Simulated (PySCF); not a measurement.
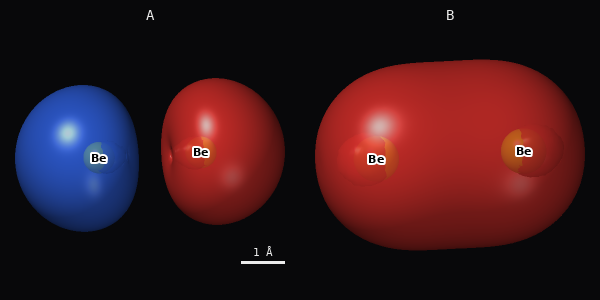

Be2. Two frontier orbitals, each drawn at the value that holds 80 % of its norm (red and blue are the two phases), in no order; of a degenerate pair one member is drawn.

Computed with PySCF, PBE0/pcseg-2, non-relativistic, at a bond length of 2.501 Å.

Name the orbitals and rank them from lowest to highest energy.

Answer. Orbital B: σg, occupied, −8.23 eV; with no node between the nuclei.
Orbital A: σu, occupied, −5.25 eV; antibonding, with a node between the atoms.
